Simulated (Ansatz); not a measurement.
**Run report: AlSiH₅ClF, nudged elastic band**

AlSiH₅ClF, computed with RKS PBE0-D4/def2-SVPD (Ansatz 0.2.0).

Figures and captions count atoms from 1; the log counts them from 0 in places.

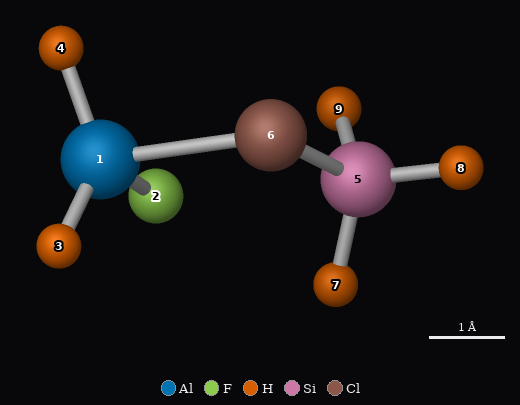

*The starting structure (ball-and-stick view, seen at a tilt; atoms are numbered from 1 in the order of the input). Sticks mark near contacts.*

**Input**
```yaml
crystal:
  periodic: [false, false, false]
  atoms:
    - {symbol: Al, position_ang: [-1.606505, -0.010612, -0.958091]}
    - {symbol: F, position_ang: [-0.452126, 1.209603, -0.952491]}
    - {symbol: H, position_ang: [-1.573920, -0.979265, -2.205834]}
    - {symbol: H, position_ang: [-2.878076, 0.243357, -0.055467]}
    - {symbol: Si, position_ang: [1.423294, 0.044955, 0.828140]}
    - {symbol: Cl, position_ang: [-0.178053, -1.327496, 0.656991]}
    - {symbol: H, position_ang: [2.040867, 0.191163, -0.499785]}
    - {symbol: H, position_ang: [2.326695, -0.657838, 1.766932]}
    - {symbol: H, position_ang: [0.897822, 1.285933, 1.419705]}
basis:
  gaussian: {orbitals: def2-SVPD}
hamiltonian: {xc: pbe0, dispersion: d4}
neb:
  images: 3
  climbing: true
  max_iterations: 25
  initial_path: idpp
  spring: 2.5
  final_atoms:
    - {symbol: Al, position_ang: [-1.552931, -0.505986, -0.719011]}
    - {symbol: F, position_ang: [-0.146267, 0.794789, -0.137394]}
    - {symbol: H, position_ang: [-1.512420, -0.257233, -2.277388]}
    - {symbol: H, position_ang: [-2.734396, -0.054909, 0.225914]}
    - {symbol: Si, position_ang: [1.328618, 0.568579, 0.604336]}
    - {symbol: Cl, position_ang: [-0.428613, -2.200225, -0.033418]}
    - {symbol: H, position_ang: [2.153142, -0.238648, -0.309255]}
    - {symbol: H, position_ang: [1.065150, -0.059215, 1.909147]}
    - {symbol: H, position_ang: [1.827716, 1.952648, 0.737171]}
```

Run on 4 threads of Arm Neoverse V1, 23 GiB of memory available, shared host.

Command:
```bash
ansatz run in.yaml --threads 4 --pin off --events-out ev --progress --plain --max-ram 9574MiB
```

**What the program printed**
```
Functional definition: PBE0
  name "PBE0"
  cite "Adamo & Barone, J. Chem. Phys. 110, 6158 (1999) doi:10.1063/1.478522"
  cite "Perdew, Burke & Ernzerhof, Phys. Rev. Lett. 77, 3865 (1996) doi:10.1103/PhysRevLett.77.3865"
  parent pbe
  parameter a = 0.25
  parameter kappa = 0.804
  parameter beta = 0.06672455060314922
  exchange = (1 - a)*pbe_x(kappa = kappa, mu = beta*pi^2/3) + a*exact_x
  correlation = pbe_c(beta = beta)
1364 factors; integrals over basis functions are off by at most 3.5e-4 eV
mean field evaluation 1: about -29772.6214 eV, gradient 3.6e1 eV
mean field evaluation 2: about -29768.9545 eV, gradient 6.2e1 eV
mean field evaluation 4: about -29774.8347 eV, gradient 7.3e-1 eV
mean field evaluation 8: about -29774.8439 eV, gradient 1.2e-2 eV
mean field -29774.84389967 eV, -1094.2053311988 hartree, gradient 2.8e-5 eV, S^2 0.000000; 0 other end points of the search recorded, 0 dependent functions left out
the calculation of the forces begins
reference -29774.84394459 eV, -1094.2053328495 hartree; 29, 29 occupied and 109, 109 virtual orbitals, 1364 factors
1364 factors; integrals over basis functions are off by at most 5.2e-4 eV
mean field evaluation 16: about -29773.4296 eV, gradient 3.3e1 eV
mean field -29775.07264589 eV, -1094.2137374675 hartree, gradient 7.5e-5 eV, S^2 0.000000; 0 other end points of the search recorded, 0 dependent functions left out
[... from here on the field's lines of each further geometry are left out, up to the last ...]
WARN: NEB end point (image 0): max|allowed force component| = 5.824e-1 eV/Å (the criterion of neb.relax_end_points is 1.000e-2). That is over neb.f_tol: it is no minimum, so the barrier can be far off. Relax it first
WARN: NEB end point (image 4): max|allowed force component| = 9.205e-1 eV/Å (the criterion of neb.relax_end_points is 1.000e-2). That is over neb.f_tol: it is no minimum, so the barrier can be far off. Relax it first
NEB iter   1: max|band force component| = 1.483e0 eV/Å  barrier→ = 0.7033 eV  barrier← = 0.9282 eV  Δτ_max = 0.2000 Å  (119 SCF iters)
NEB iter   2: max|band force component| = 1.336e0 eV/Å  barrier→ = 0.4284 eV  barrier← = 0.6533 eV  Δτ_max = 0.0944 Å  (82 SCF iters)
NEB iter   3: max|band force component| = 5.730e-1 eV/Å  barrier→ = 0.3234 eV  barrier← = 0.5484 eV  Δτ_max = 0.0754 Å  (79 SCF iters)
NEB iter   4: max|band force component| = 3.660e-1 eV/Å  barrier→ = 0.2968 eV  barrier← = 0.5217 eV  CI = image 2  Δτ_max = 0.0988 Å  (78 SCF iters)
NEB iter   5: max|band force component| = 1.762e-1 eV/Å  barrier→ = 0.3082 eV  barrier← = 0.5331 eV  CI = image 2  Δτ_max = 0.0571 Å  (80 SCF iters)
NEB iter   6: max|band force component| = 1.393e-1 eV/Å  barrier→ = 0.3000 eV  barrier← = 0.5250 eV  CI = image 2  Δτ_max = 0.1153 Å  (75 SCF iters)
NEB iter   7: max|band force component| = 1.084e-1 eV/Å  barrier→ = 0.2870 eV  barrier← = 0.5120 eV  CI = image 2  Δτ_max = 0.0625 Å  (79 SCF iters)
NEB iter   8: max|band force component| = 7.430e-2 eV/Å  barrier→ = 0.2857 eV  barrier← = 0.5107 eV  CI = image 2  Δτ_max = 0.0641 Å  (75 SCF iters)
NEB iter   9: max|band force component| = 2.113e-1 eV/Å  barrier→ = 0.2846 eV  barrier← = 0.5095 eV  CI = image 2  Δτ_max = 0.0321 Å  (75 SCF iters)
the calculation of the forces begins
reference -29775.05960870 eV, -1094.2132583595 hartree; 29, 29 occupied and 109, 109 virtual orbitals, 1364 factors
these checks for a lower state are left out or cut short: stability, starts, cluster_reference, orbital_swaps, neighbouring_geometries, increment
1364 factors; integrals over basis functions are off by at most 5.5e-4 eV
mean field -29775.08216411 eV, -1094.2140872555 hartree, gradient 1.3e-6 eV, S^2 0.000000; 0 other end points of the search recorded, 0 dependent functions left out
the calculation of the forces begins
reference -29775.08220844 eV, -1094.2140888845 hartree; 29, 29 occupied and 109, 109 virtual orbitals, 1364 factors
NEB iter  10: max|band force component| = 3.688e-2 eV/Å  barrier→ = 0.2841 eV  barrier← = 0.5091 eV  CI = image 2  CI's point: of a kind that is not told: the force calls were inconclusive, a negative curvature could not be distinguished from the path's own, the only one lies far off the path, or fixed occupations may fill a level only in part  Δτ_max = 0.0000 Å  (748 SCF iters)
```

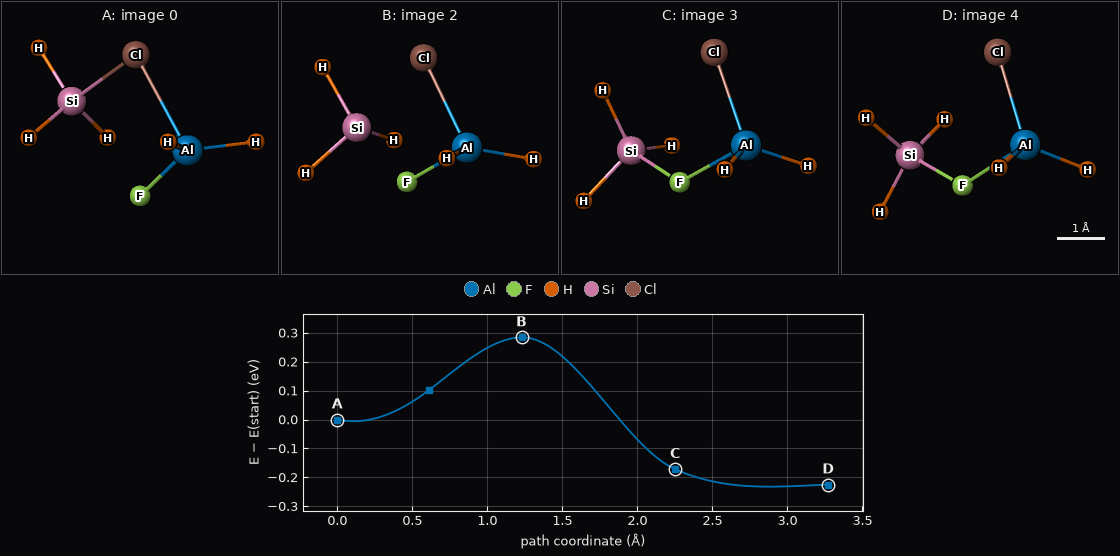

*Images of the last band (counted from 0; ball-and-stick, seen at a tilt) above the energy along the path; the line is a cubic interpolation that uses the forces.*

The highest image is number 2, 0.284 eV above the start and 0.509 eV above the end (the climbing image); the end lies 0.225 eV below the start. The path is 3.27 Å long. The band converged in 10 iterations. The end points carry forces over 0.1 eV/Å, so they aren't fully relaxed minima and the barriers are approximate.

```
Total energy: -29774.73432726 eV, -1094.2013044872 hartree
Atom 0 at    -1.573472    -0.455043    -0.696992 Å, force     0.002818     0.016359    -0.012077 eV/Å
Atom 1 at    -0.326123     0.863266    -0.415012 Å, force    -0.026878     0.006968     0.010728 eV/Å
Atom 2 at    -1.514678    -0.914112    -2.204732 Å, force     0.007116    -0.004049    -0.001887 eV/Å
Atom 3 at    -2.869976    -0.118391     0.136056 Å, force    -0.002624    -0.004560     0.001529 eV/Å
Atom 4 at     1.257761     0.436214     0.550147 Å, force     0.008436    -0.018988    -0.001622 eV/Å
Atom 5 at    -0.087629    -1.626229     0.572674 Å, force    -0.000198    -0.003345     0.008685 eV/Å
Atom 6 at     2.052471     0.330464    -0.694581 Å, force     0.005255    -0.001512    -0.003506 eV/Å
Atom 7 at     1.961945    -0.317630     1.629422 Å, force     0.000898     0.011070    -0.000745 eV/Å
Atom 8 at     1.099699     1.801259     1.123117 Å, force     0.005176    -0.001943    -0.001104 eV/Å
Dipole moment:     0.219149     0.127832     0.065596 e Å
```

**The last band as extended XYZ (Å, eV, eV/Å)**
```
9
Properties=species:S:1:pos:R:3:forces:R:3 image=0 energy=-29775.01842
Al   -1.6065   -0.0106   -0.9581   -0.5824  -0.5274  -0.0526
F    -0.4521    1.2096   -0.9525    0.5524   0.5508   0.0211
H    -1.5739   -0.9793   -2.2058    0.0074  -0.0187  -0.0315
H    -2.8781    0.2434   -0.0555   -0.0259   0.0126   0.0237
Si    1.4233    0.0450    0.8281    0.2858   0.2322   0.0382
Cl   -0.1781   -1.3275    0.6570   -0.2815  -0.2973   0.0020
H     2.0409    0.1912   -0.4998    0.0452   0.0046  -0.1378
H     2.3267   -0.6578    1.7669    0.0687  -0.0714   0.0816
H     0.8978    1.2859    1.4197   -0.0698   0.1146   0.0551
9
Properties=species:S:1:pos:R:3:forces:R:3 image=1 energy=-29774.91542
Al   -1.5973   -0.2172   -0.8225   -0.0156   0.1366  -0.0630
F    -0.3795    1.0207   -0.6432   -0.0812   0.0762  -0.1497
H    -1.5275   -0.9153   -2.2365   -0.0122  -0.0737   0.0131
H    -2.8971    0.0301    0.0401   -0.0126  -0.0134  -0.0071
Si    1.3432    0.2219    0.6800    0.0597  -0.0751   0.0530
Cl   -0.1312   -1.4280    0.6554    0.0645   0.1351   0.0811
H     2.0415    0.2190   -0.6245   -0.0386  -0.0078   0.0060
H     2.1795   -0.4672    1.6974    0.1759  -0.0417   0.0222
H     0.9684    1.5358    1.2539   -0.1399  -0.1361   0.0443
9
Properties=species:S:1:pos:R:3:forces:R:3 image=2 energy=-29774.73428
Al   -1.5735   -0.4550   -0.6970    0.0028   0.0164  -0.0121
F    -0.3261    0.8633   -0.4150   -0.0269   0.0070   0.0107
H    -1.5147   -0.9141   -2.2047    0.0071  -0.0040  -0.0019
H    -2.8700   -0.1184    0.1361   -0.0026  -0.0046   0.0015
Si    1.2578    0.4362    0.5501    0.0084  -0.0190  -0.0016
Cl   -0.0876   -1.6262    0.5727   -0.0002  -0.0033   0.0087
H     2.0525    0.3305   -0.6946    0.0053  -0.0015  -0.0035
H     1.9619   -0.3176    1.6294    0.0009   0.0111  -0.0007
H     1.0997    1.8013    1.1231    0.0052  -0.0019  -0.0011
9
Properties=species:S:1:pos:R:3:forces:R:3 image=3 energy=-29775.19010
Al   -1.5368   -0.7510   -0.5651    0.0139  -0.0510   0.0238
F    -0.3121    0.7408   -0.1342    0.0282  -0.0350   0.0969
H    -1.4696   -0.8333   -2.1432    0.0176   0.0544   0.0064
H    -2.8172   -0.3196    0.2555    0.0146  -0.0187   0.0118
Si    1.3043    0.7779    0.4492    0.0071   0.0819  -0.0338
Cl   -0.1777   -2.1298    0.4281   -0.0618  -0.1625  -0.0445
H     2.1069    0.4884   -0.7595    0.0267   0.0135  -0.0019
H     1.5530   -0.1579    1.5639   -0.1480   0.0117   0.0006
H     1.3491    2.1843    0.9054    0.1017   0.1057  -0.0592
9
Properties=species:S:1:pos:R:3:forces:R:3 image=4 energy=-29775.24338
Al   -1.4572   -0.8831   -0.5304   -0.2738   0.1633  -0.0995
F    -0.3454    0.7325   -0.1270   -0.9205  -0.0765  -0.3355
H    -1.6484   -0.6888   -2.0853    0.0029  -0.0052  -0.0335
H    -2.6010   -0.6887    0.5402   -0.0187  -0.0054   0.0274
Si    1.2132    0.8869    0.4418    0.9093   0.1011   0.3312
Cl    0.1063   -2.2390    0.0367    0.2371  -0.1826   0.0863
H     2.1007    0.2637   -0.5532    0.0709  -0.0650  -0.1037
H     1.2516    0.2627    1.7741   -0.0128  -0.0652   0.1252
H     1.3801    2.3535    0.5033    0.0057   0.1354   0.0021
```

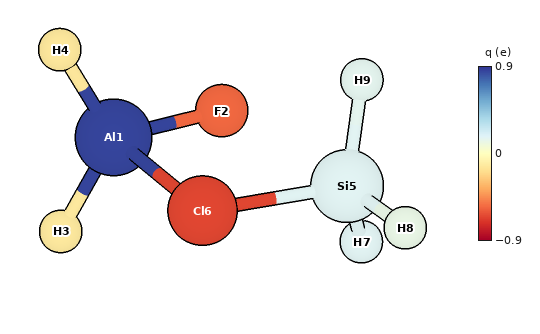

*Mulliken charges, as the colour of each atom (ball-and-stick view, seen at a tilt; atoms are numbered from 1 in the order of the input).*

By element: Al +0.85, F −0.55, H −0.13 to +0.16, Si +0.16 and Cl −0.65 e.

**Results in brief**

| quantity | value |
| --- | --- |
| outcome | converged |
| barrier, forward | 0.284 eV |
| barrier, backward | 0.509 eV |
| dipole moment (one image of the band) | 1.26 D |
| wall time | 2.3 min (CPU time 8.8 min) |
| peak memory | 0.5 GiB |
